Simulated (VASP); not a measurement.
Band structure of BaTiO3 (cubic perovskite). Level of theory: optB88-vdW, VASP's PBE PAW potentials (set 64) (plane waves; VASP 6.6.1).

Unless said otherwise, spin-orbit coupling is left out, though it shifts the bands of the heavy elements here.

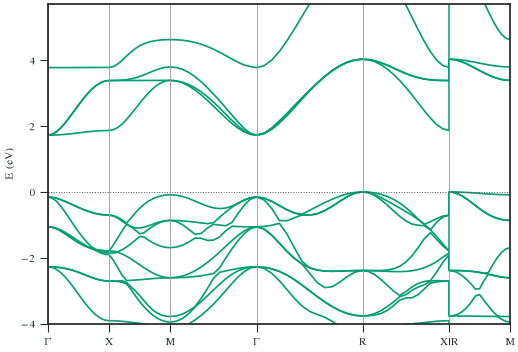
*Bands along high-symmetry lines, zero at the valence-band maximum or, without a gap, the Fermi level*

Q: Read the plot: is there a gap, and where are the band edges?

A: The gap is indirect, 1.72 eV, from the valence maximum at R to the conduction minimum at Γ. (Edges off the drawn lines would not show.)

Measured: gap 3.20 eV (computed value off by -1.48 eV), as given by Yu-ichiro Matsushita et al., Physical Review B (2011), arXiv:1104.2769.

The compound is BaTiO3 in the cubic perovskite structure, the ideal cubic form; the compound distorts at low or room temperature. It was relaxed first.
